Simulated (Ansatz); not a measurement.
# SiCl2 (SMILES Cl[Si]Cl) at wB97X/STO-3G

Aim: the energy change on altering one bond length of SiCl2 at wB97X/STO-3G, from 2 runs. 

The calculation is run with Ansatz 0.2.0.

39 further runs of the same task are left out: 4 that didn't finish, 35 set aside as unsound or not needed.

### Step 1. The structure to begin with

The species is SiCl2 (3 atoms), meant as a singlet with charge 0. As SMILES, `Cl[Si]Cl`. The shape is that of a GFN2-xTB optimisation.

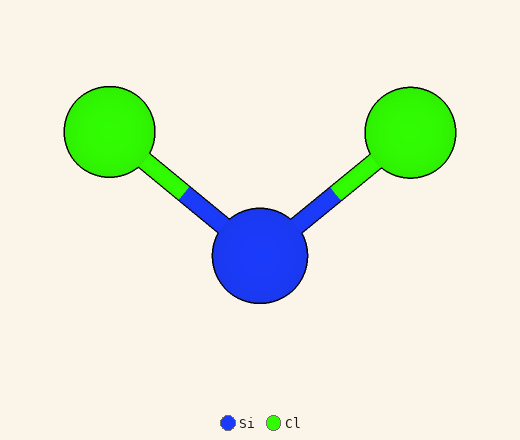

The structure, seen from a chosen angle (silicon blue, chlorine green).

### Step 2. A single-point energy at wB97X/STO-3G

job.yaml reads:

```yaml
crystal:
  periodic: [false, false, false]
  atoms:
    - {symbol: Si, position_ang: [0.005140, -0.006950, -0.869340]}
    - {symbol: Cl, position_ang: [1.581630, -0.018940, 0.444080]}
    - {symbol: Cl, position_ang: [-1.586770, 0.025890, 0.425270]}
basis:
  gaussian:
    orbitals: STO-3G
hamiltonian:
  xc: {name: wB97X}
accuracy: high
```

Started as:

```console
ansatz run job.yaml --threads 1 --pin off --max-ram 2610MiB --events-out events.jsonl --progress --plain --runs-dir runs
```

Output:

```text
Warning: RAYON_NUM_THREADS=1 ignored (pool sized by the plan → 1); use --threads N
Functional definition: wB97X
  name "wB97X"
  parameter omega = 0.3/bohr
  parameter cx = 0.157706
  parameter cx1 = 0.726479
  parameter cx2 = 1.04760
  parameter cx3 = -5.70635
  parameter cx4 = 13.2794
  parameter css1 = -4.33879
  parameter css2 = 18.2308
  parameter css3 = -31.7430
  parameter css4 = 17.2901
  parameter cos1 = 2.37031
  parameter cos2 = -11.3995
  parameter cos3 = 6.58405
  parameter cos4 = -3.78132
  exchange = spin_sum(e_x_unif_sr(omega)*poly(b97_u_x, 1 - cx, cx1, cx2, cx3, cx4)) + cx*exact_x_sr(omega)
      + exact_x_lr(omega)
  correlation = spin_sum(e_c_pw_same_spin*poly(b97_u_same, 1, css1, css2, css3, css4))
      + integral(e_c_pw_opposite_spin*poly(b97_u_opposite, 1, cos1, cos2, cos3, cos4))
487 factors; integrals over basis functions are off by at most 1.5e-8 eV
157 factors; integrals over basis functions are off by at most 9.5e-10 eV
mean field evaluation 1: about -32558.3766 eV, gradient 1.9e1 eV
mean field evaluation 2: about -32560.3227 eV, gradient 8.4e0 eV
mean field evaluation 4: about -32560.6153 eV, gradient 6.1e-2 eV
mean field evaluation 8: about -32560.6144 eV, gradient 2.9e-4 eV
mean field evaluation 16: about -32560.6144 eV, gradient 1.9e-8 eV
mean field -32560.61442160 eV, -1196.5805096166 hartree, gradient 1.9e-8 eV, S^2 0.000000; 0 other end points of the search recorded, 0 dependent functions left out
reference -32560.61442028 eV, -1196.5805095680 hartree; 24, 24 occupied and 3, 3 virtual orbitals, 487 factors
Total energy: -32560.61442028 eV, -1196.5805095680 hartree
```

It took 5.1 s on 1 thread of Arm Neoverse V1, shared host; peak memory 0.25 GiB.

### Step 3. The distorted shape

input.yaml reads:

```yaml
basis:
  gaussian: {orbitals: STO-3G}
crystal:
  periodic: [false, false, false]
  atoms:
    - {symbol: Si, position_ang: [0.403139, -0.015160, -1.193010]}
    - {symbol: Cl, position_ang: [1.979629, -0.027150, 0.120410]}
    - {symbol: Cl, position_ang: [-1.586770, 0.025890, 0.425270]}
hamiltonian: {xc: {name: wB97X}}
accuracy: high
```

Started as:

```console
ansatz run input.yaml --threads 1 --pin off --max-ram 2610MiB --events-out events.jsonl --progress --plain --runs-dir runs
```

Output (excerpt; [...] marks lines left out):

```text
Warning: RAYON_NUM_THREADS=1 ignored (pool sized by the plan → 1); use --threads N
[... 2 set-up lines as earlier in the session ...]
[...]
      + exact_x_lr(omega)
[...]
      + integral(e_c_pw_opposite_spin*poly(b97_u_opposite, 1, cos1, cos2, cos3, cos4))
473 factors; integrals over basis functions are off by at most 8.2e-9 eV
158 factors; integrals over basis functions are off by at most 1.1e-9 eV
[...]
mean field -32559.45289072 eV, -1196.5378241440 hartree, gradient 4.9e-8 eV, S^2 0.000000; 0 other end points of the search recorded, 0 dependent functions left out
reference -32559.45288933 eV, -1196.5378240930 hartree; 24, 24 occupied and 3, 3 virtual orbitals, 473 factors
Total energy: -32559.45288933 eV, -1196.5378240930 hartree
```

It took 5.7 s on 1 thread of Arm Neoverse V1, shared host; peak memory 0.25 GiB.

### Step 4. Outcome

Level: wB97X/STO-3G.

| quantity | value |
| --- | --- |
| first shape: total energy | -1196.58051 Eh |
| distorted shape: total energy | -1196.53782 Eh |
| energy change with the Si1–Cl3 bond stretched from 2.052 to 2.565 Å | 1.162 eV |

What this shows: With the Si1–Cl3 bond stretched from 2.052 to 2.565 Å the energy rises by 1.16 eV (112 kJ/mol). The first shape isn't relaxed at this level, so the change isn't measured from a minimum. The minimal basis adds a large error of its own.
